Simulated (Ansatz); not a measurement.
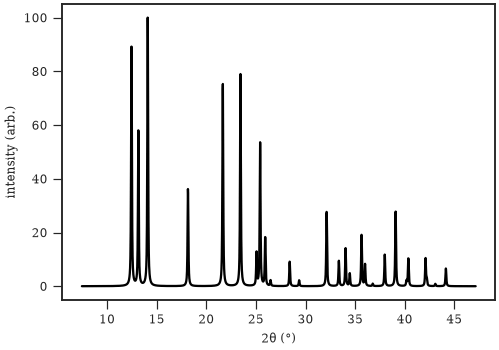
Figure: Simulated powder pattern, Mo Kα, λ = 0.71073 Å

The pattern belongs to a structure relaxed with PBEsol in the plane-wave PAW code Ansatz.

Q: Which compound is it?
A. AlN, wurtzite
B. ZnSe, zinc blende
C. MoS2, fluorite
D. ZnS, wurtzite

A: D, ZnS, wurtzite

Space group P6_3mc (wurtzite). Symmetry was held in the PBEsol relaxation.

Potentials: the earlier of the program's two PAW sets. The files were generated under PBE; for other functionals the program regenerates the frozen cores, and for LDA and PBEsol the local potential too.
